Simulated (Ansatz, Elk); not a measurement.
# Bonding as seen by X-rays: Ni3Ir

The structure of Ni3Ir used here is made up (a known structure type with other elements) and was relaxed beforehand with PBEsol. The aim is the Fourier transform of its all-electron density, F(hkl), set beside the sum over free spherical atoms that refinements use.

Program: Elk 11.2.3 (patched build). Level of theory: DFT, PBE, all-electron APW+lo, Dirac cores, scalar-relativistic bands, static density, no spin. Results are calculated unless marked as measured.

The structure was built from a prototype and need not be the compound's stable phase.

### Step 1. The structure

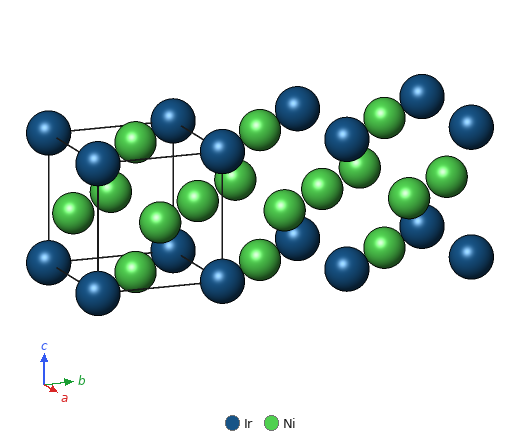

The cell as given, slightly off an axis (iridium blue, nickel green). 1×3×1 cells are drawn. Some periodic images of atoms are drawn too.

Coordinates:

```cif
data_structure
_symmetry_space_group_name_H-M 'P 1'
_symmetry_Int_Tables_number 1
_cell_length_a 3.5662
_cell_length_b 3.5662
_cell_length_c 3.5662
_cell_angle_alpha 90.000
_cell_angle_beta 90.000
_cell_angle_gamma 90.000
_cell_volume 45.36
loop_
_atom_site_label
_atom_site_type_symbol
_atom_site_fract_x
_atom_site_fract_y
_atom_site_fract_z
_atom_site_occupancy
Ir1 Ir 0.00000 0.00000 0.00000 1
Ni2 Ni 0.50000 0.50000 0.00000 1
Ni3 Ni 0.00000 0.50000 0.50000 1
Ni4 Ni 0.50000 0.00000 0.50000 1
```

### Step 2. Ground state and structure factors

An all-electron density is needed, since X-rays see the cores too. Task 0 finds the density and task 195 Fourier-transforms it; tshift is off so that phases refer to the origin typed.

elk.in reads:

```
tasks
  0
  195

xctype
  20

spinpol
  .false.

rgkmax
  7.0

gmaxvr
  14.0

lmaxo
  7

lmaxapw
  8

swidth
  0.002

tshift
  .false.

ramdisk
  .false.

hmaxvr
  5.5

maxscl
  120

epspot
  1e-06

sppath
  './'

avec
  6.73919618407 0.00000000000 0.00000000000
  0.00000000000 6.73919618407 0.00000000000
  0.00000000000 0.00000000000 6.73919618407

atoms
  2
  'Ir.in'
  1
  -0.0000000000 0.0000000000 -0.0000000000   0.000000 0.000000 0.000000
  'Ni.in'
  3
  0.5000000000 0.5000000000 0.0000000000   0.000000 0.000000 0.000000
  0.0000000000 0.5000000000 0.5000000000   0.000000 0.000000 0.000000
  0.5000000000 0.0000000000 0.5000000000   0.000000 0.000000 0.000000

ngridk
  6 6 6
```

Run with:

```bash
$ OMP_NUM_THREADS=4 elk
```

Numbers of over 12 decimals in the logs are rounded to 6 here.

What it wrote:

```text
┌─────────────────────────┐
│ Elk code version 11.2.3 │
└─────────────────────────┘

All units are atomic (Hartree, Bohr, etc.)

┌─────────────────────────────────────────────────┐
│ Ground-state run starting from atomic densities │
└─────────────────────────────────────────────────┘

Lattice vectors :
   6.739196184       0.000000000       0.000000000
   0.000000000       6.739196184       0.000000000
   0.000000000       0.000000000       6.739196184

Reciprocal lattice vectors :
  0.9323345300       0.000000000       0.000000000
   0.000000000      0.9323345300       0.000000000
   0.000000000       0.000000000      0.9323345300

Unit cell volume      :    306.0724908
Brillouin zone volume :   0.8104296234

Muffin-tin inner radius fraction :   0.1000000000E-01

Nuclei treated as point charges

Species : 1 (Ir)
 parameters loaded from : Ir.in
 name : iridium
 nuclear charge    :   -77.00000000
 electronic charge :    77.00000000
 atomic mass :    350390.1562
 muffin-tin radius :    2.539024558
 number of radial points in muffin-tin :   1393
 inner part over the whole radius :   0.9891984102E-02
 number on inner part of muffin-tin    :    997
 approximate nuclear radius :   0.1024342351E-03
 number of mesh points to nuclear radius :    525
 atomic positions (lattice), magnetic fields (Cartesian) :
  1 :   0.00000000  0.00000000  0.00000000    0.00000000  0.00000000  0.00000000

Species : 2 (Ni)
 parameters loaded from : Ni.in
 name : nickel
 nuclear charge    :   -28.00000000
 electronic charge :    28.00000000
 atomic mass :    106991.5231
 muffin-tin radius :    2.176306764
 number of radial points in muffin-tin :    993
 inner part over the whole radius :   0.9918644715E-02
 number on inner part of muffin-tin    :    699
 approximate nuclear radius :   0.7325707712E-04
 number of mesh points to nuclear radius :    337
 atomic positions (lattice), magnetic fields (Cartesian) :
  1 :   0.50000000  0.50000000  0.00000000    0.00000000  0.00000000  0.00000000
  2 :   0.00000000  0.50000000  0.50000000    0.00000000  0.00000000  0.00000000
  3 :   0.50000000  0.00000000  0.50000000    0.00000000  0.00000000  0.00000000

Total number of atoms per unit cell :    4
Total muffin-tin volume :    198.0928718
 ratio of muffin-tin to unit cell volume :   0.6472090036

Spin treatment :
 spin-unpolarised

Number of Bravais lattice symmetries :   48
Number of crystal symmetries         :   48
Crystal has inversion symmetry
Real symmetric eigensolver will be used

k-point grid :      6     6     6
k-point offset :    0.000000000       0.000000000       0.000000000
k-point set is reduced with full crystal symmetry group
Total number of k-points :       20

Muffin-tin radius times maximum |G+k| :    7.000000000
 using average radius
Maximum |G+k| for APW functions       :    3.087799988
Maximum (1/2)|G+k|²                   :    4.767254384
Maximum |G| for potential and density :    14.00000000
Constant for pseudocharge density :    9
 order of it for each species :   16  16
 order of it for pair densities of each species (exact exchange by exxq0 0: 17) :   12   9
Radial integration step length :    1

G-vector grid sizes :     32    32    32
Number of G-vectors :    14147

Maximum angular momentum used for
 APW functions            :    8
 outer part of muffin-tin :    7
 inner part of muffin-tin :    2

Total nuclear charge    :   -161.0000000
Total core charge       :    84.00000000
Total valence charge    :    77.00000000
Total excess charge     :    0.000000000
Total electronic charge :    161.0000000

Effective Wigner radius, rₛ :   0.7684871397

Number of empty states         :     16
Total number of valence states :     55
Total number of core states    :     84

Third-order local-orbitals added for an l without core states : T
Total number of local-orbitals :    104

Exchange-correlation functional :     20     0     0
 Perdew-Burke-Ernzerhof, Phys. Rev. Lett. 77, 3865 (1996)
 gradient requirement :    1
[...]
correlation                 :     -8.778765
 electron entropic           :    -0.24245306346813E-02
 total energy                :     -22421.747661456

Density of states at Fermi energy :    185.9725449
 (states/Hartree/unit cell)

Estimated indirect band gap :   0.1490266254E-02
 from k-point 18 to k-point 5
Estimated direct band gap   :   0.4129810969E-02
 at k-point 18

Charges :
 core                        :    84.00000000
 valence                     :    77.00000000
 interstitial                :    4.759646986
 muffin-tins (core leakage)
  species : 1 (Ir)
   atom 1                    :    74.86335913     (  0.1021426970E-02)
  species : 2 (Ni)
   atom 1                    :    27.12566463     (  0.9157074207E-03)
[...]
total in muffin-tins        :    156.2403530
 total calculated charge     :    160.9943382
 total charge                :    161.0000000
 error                       :   0.5661782195E-02

RMS change in Kohn-Sham potential (target) :   0.3391170119     (  0.1000000000E-05)
Absolute change in total energy (target)   :   0.6108139839     (  0.1000000000E-03)

[... loops 3 to 15 left out ...]

┌──────────────────┐
│ Loop number : 16 │
└──────────────────┘

Energies :
 Fermi                       :     0.381247
 sum of occupied eigenvalues :     -13573.796190149
 electron kinetic            :      24989.985512474
 core electron kinetic       :      23748.024821170
 Coulomb                     :     -46870.503824519
 Coulomb potential           :     -37858.832640869
 nuclear-nuclear             :     -2505.5911208327
 electron-nuclear            :     -50946.562345586
 Hartree                     :      6581.6496418999
 Madelung                    :     -27941.087504084
 xc potential                :     -704.94906175414
 exchange                    :     -531.29594352653
 correlation                 :     -8.776843
 electron entropic           :    -0.19799555606257E-02
 total energy                :     -22420.593078362

Density of states at Fermi energy :    148.5969357
 (states/Hartree/unit cell)

Estimated indirect band gap :   0.2744437832E-03
 from k-point 19 to k-point 2
Estimated direct band gap   :   0.2208954061E-02
 at k-point 5

Charges :
 core                        :    84.00000000
 valence                     :    77.00000000
 interstitial                :    4.622319083
 muffin-tins (core leakage)
  species : 1 (Ir)
[...]
species : 2 (Ni)
[...]
total in muffin-tins        :    156.3776809
 total calculated charge     :    160.9943953
 total charge                :    161.0000000
 error                       :   0.5604678654E-02

RMS change in Kohn-Sham potential (target) :   0.4956052491E-06 (  0.1000000000E-05)
Absolute change in total energy (target)   :   0.8646163406E-04 (  0.1000000000E-03)

Convergence targets achieved

┌──────────────────┐
│ Loop number : 17 │
└──────────────────┘

Energies :
 Fermi                       :     0.381247
 sum of occupied eigenvalues :     -13573.796182912
 electron kinetic            :      24989.985535649
 core electron kinetic       :      23748.024836451
 Coulomb                     :     -46870.503849049
 Coulomb potential           :     -37858.832653363
 nuclear-nuclear             :     -2505.5911208327
 electron-nuclear            :     -50946.562381844
 Hartree                     :      6581.6496536275
 Madelung                    :     -27941.087522368
 xc potential                :     -704.94906519799
 exchange                    :     -531.29594397796
 correlation                 :     -8.776843
 electron entropic           :    -0.19799570462475E-02
 total energy                :     -22420.593080176

Density of states at Fermi energy :    148.5970599
 (states/Hartree/unit cell)

Estimated indirect band gap :   0.2744632376E-03
 from k-point 19 to k-point 2
Estimated direct band gap   :   0.2208948363E-02
 at k-point 5

Charges :
 core                        :    84.00000000
 valence                     :    77.00000000
 interstitial                :    4.622319085
 muffin-tins (core leakage)
  species : 1 (Ir)
[...]
species : 2 (Ni)
   atom 1                    :    26.86507032     (  0.9104753468E-03)
   atom 2                    :    26.86507032     (  0.9104753468E-03)
   atom 3                    :    26.86507032     (  0.9104753468E-03)
 total in muffin-tins        :    156.3776809
 total calculated charge     :    160.9943953
 total charge                :    161.0000000
 error                       :   0.5604679231E-02

┌──────────────────────────────┐
│ Self-consistent loop stopped │
└──────────────────────────────┘

Warning : core states of species 1 leak from the muffin-tin :   0.9407639839E-03

Warning : core states of species 2 leak from the muffin-tin :   0.9104753468E-03

Wrote STATE.OUT
```

Wall time 22 s (4 threads of Arm Neoverse V1, shared host); peak memory 0.18 GiB; 63 s of CPU time.

SFACRHO.OUT:

```text

h k l indices transformed by vhmat matrix:
   1.000000000       0.000000000       0.000000000    
   0.000000000       1.000000000       0.000000000    
   0.000000000       0.000000000       1.000000000    

      h      k      l  multipl.   |H|            Re(F)            Im(F)           |F|

      0      0      0      1   0.0000000       161.00000      0.33482242E-18   161.00000    
     -1      0      0      6  0.93233453       45.420743     -0.56314610E-14   45.420743    
      0     -1      1     12   1.3185201       42.982388      0.38034219E-14   42.982388    
     -1     -1      1      8   1.6148508       123.39593      0.12155912E-13   123.39593    
     -2      0      0      6   1.8646691       116.71319      0.94744795E-14   116.71319    
      1      0      2     24   2.0847634       38.602432      0.44759941E-14   38.602432    
      1      1      2     24   2.2837439       37.559123      0.85192389E-14   37.559123    
      0     -2      2     12   2.6370403       98.335584      0.55040829E-14   98.335584    
     -1     -2      2     24   2.7970036       35.076502     -0.51135939E-14   35.076502    
      0     -3      0      6   2.7970036       35.050333      0.42371093E-13   35.050333    
     -3      0      1     24   2.9483007       34.429546      0.15452906E-16   34.429546    
     -3     -1     -1     24   3.0922038       88.973868     -0.32225526E-13   88.973868    
      2     -2      2      8   3.2297016       86.296632      0.27765418E-14   86.296632    
      2      3      0     24   3.3615800       32.569571     -0.36185609E-13   32.569571    
     -1      2      3     48   3.4884764       32.077256     -0.49351562E-14   32.077256    
      0      4      0      6   3.7293381       77.822146     -0.11540498E-13   77.822146    
     -2      2      3     24   3.8441137       30.595241     -0.30776258E-13   30.595241    
      4      0      1     24   3.8441137       30.674876      0.27728760E-14   30.674876
```

Elk indexes on the primitive cell of elk.in and gives |H| = 4π sin θ/λ in inverse bohr. Below, one row stands for each form hkl of the conventional cell (m members, Friedel mates merged), F is for one primitive cell and the density is static (no thermal factor). Free-atom factors are Waasmaier and Kirfel's, and R is Σm||F|−|F'||/Σm|F|.

| hkl | m | sin θ/λ (Å⁻¹) | abs F, DFT | neutral atoms | diff. |
| --- | --- | --- | --- | --- | --- |
| 100 | 6 | 0.140 | 45.421 | 45.540 | -0.119 |
| 110 | 12 | 0.198 | 42.982 | 43.113 | -0.131 |
| 111 | 8 | 0.243 | 123.396 | 123.854 | -0.458 |
| 200 | 6 | 0.280 | 116.713 | 117.231 | -0.518 |
| 210 | 24 | 0.314 | 38.602 | 38.584 | +0.018 |
| 211 | 24 | 0.343 | 37.559 | 37.545 | +0.014 |
| 220 | 12 | 0.397 | 98.336 | 98.493 | -0.157 |
| 221 | 24 | 0.421 | 35.077 | 35.072 | +0.005 |
| 300 | 6 | 0.421 | 35.050 | 35.072 | -0.022 |
| 310 | 24 | 0.443 | 34.429 | 34.389 | +0.041 |
| 311 | 24 | 0.465 | 88.974 | 88.998 | -0.024 |
| 222 | 8 | 0.486 | 86.297 | 86.368 | -0.071 |
| 320 | 24 | 0.505 | 32.570 | 32.605 | -0.035 |
| 321 | 48 | 0.525 | 32.077 | 32.078 | -0.001 |

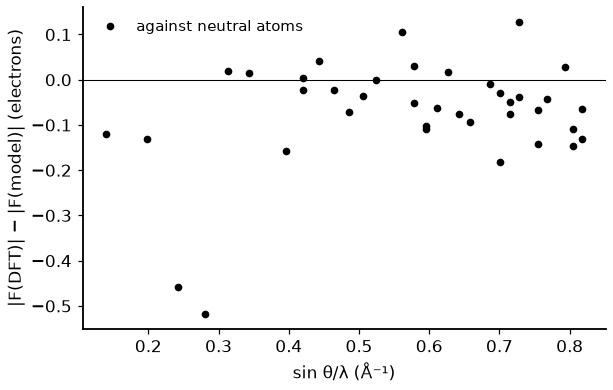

Difference between the calculated structure factors and the independent-atom ones.

### Step 3. The highest occupied states alone

An energy window below the Fermi level keeps the highest occupied states, to see at which angles they scatter; shallow core shells can lie inside it and anion s states outside. No new self-consistency is needed.

Changes to elk.in since step 2:

```diff
@@ -1,3 +1,2 @@
 tasks
-  0
   195
@@ -40,2 +39,5 @@
 
+wsfac
+  0.013750 0.681250
+
 sppath
```

Run with:

```bash
$ OMP_NUM_THREADS=4 elk
```

What it wrote:

```text
┌─────────────────────────────────┐
│ Elk code version 11.2.3 started │
└─────────────────────────────────┘

Info(readinput): the functional depends on the density's gradient
 muffin-tin radial points multiplied by    2.00000
 (not where nrmtscf is given)

┌────────────────────┐
│ Current task : 195 │
└────────────────────┘
Info(checkmt): changed muffin-tin radius of species 1 (Ir) from   2.8000 to   2.5390
Info(checkmt): changed muffin-tin radius of species 2 (Ni) from   2.4000 to   2.1763

Info(sfacrho): density structure factors written to SFACRHO.OUT

 Energy window :   0.1375000000E-01  0.6812500000

┌──────────────────┐
│ Elk code stopped │
└──────────────────┘
```

Wall time 6 s (4 threads); peak memory 0.16 GiB; 8.9 s of CPU time.

States within 10 eV below the Fermi level hold 39.00 electrons; any levels below the window count with the cores. Their amplitudes can exceed the total, where window and core parts have opposite phase:

| hkl | sin θ/λ (Å⁻¹) | abs F, window | abs F, all |
| --- | --- | --- | --- |
| 100 | 0.140 | 2.539 | 45.421 |
| 110 | 0.198 | 3.167 | 42.982 |
| 111 | 0.243 | 16.063 | 123.396 |
| 200 | 0.280 | 13.370 | 116.713 |
| 210 | 0.314 | 3.155 | 38.602 |
| 211 | 0.343 | 2.997 | 37.559 |
| 220 | 0.397 | 7.793 | 98.336 |
| 221 | 0.421 | 2.423 | 35.077 |
| 300 | 0.421 | 2.449 | 35.050 |
| 310 | 0.443 | 2.195 | 34.429 |

(Part 1 of 2 ends here.)

[Logs are printed without paths, hosts, clocks, repeated set-up lines and the standing remarks that a program may print on its own settings, such as how far it seeks lower states.]

[Hosts, paths, dates, database ids (printed as entryN), source tags and the programs' standing remarks are cut or masked in the printed files.]
